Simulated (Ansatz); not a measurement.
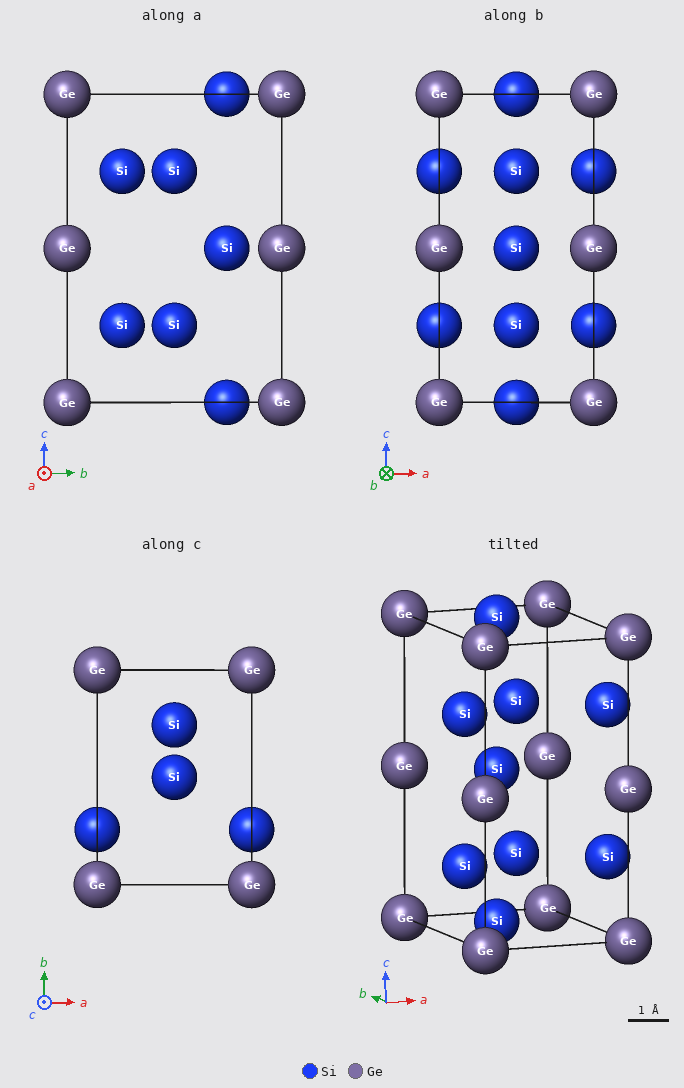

We look at a spheres-only model of the crystal along the a axis, along the b axis, along the c axis and slightly off an axis. The wireframe shows the unit cell.

Lattice parameters: a = 3.9389 Å, b = 5.4749 Å, c = 7.8668 Å, α = 89.935°, β = 90.016°, γ = 90.021°.

Q: Give the structure in the form of a CIF in P1 with every atom of the cell, with free fractional coordinates to two decimals.

A:
```cif
data_structure
_symmetry_space_group_name_H-M 'P 1'
_symmetry_Int_Tables_number 1
_cell_length_a 3.9389
_cell_length_b 5.4749
_cell_length_c 7.8668
_cell_angle_alpha 89.935
_cell_angle_beta 90.016
_cell_angle_gamma 90.021
_cell_volume 169.65
loop_
_atom_site_label
_atom_site_type_symbol
_atom_site_fract_x
_atom_site_fract_y
_atom_site_fract_z
_atom_site_occupancy
Si1 Si 0.00 0.26 0.75 1
Si2 Si 0.00 0.26 0.25 1
Si3 Si 0.50 0.74 0.00 1
Si4 Si 0.50 0.74 0.50 1
Si5 Si 0.50 0.50 0.75 1
Si6 Si 0.50 0.50 0.25 1
Ge1 Ge 0.00 0.00 0.00 1
Ge2 Ge 0.00 0.00 0.50 1
```

The structure comes from a structure type filled with these elements by a generator (whether the compound takes this form wasn't checked). The geometry is the end of a relaxation with DFT PBE, scalar-relativistic, plane waves, PAW in Ansatz.
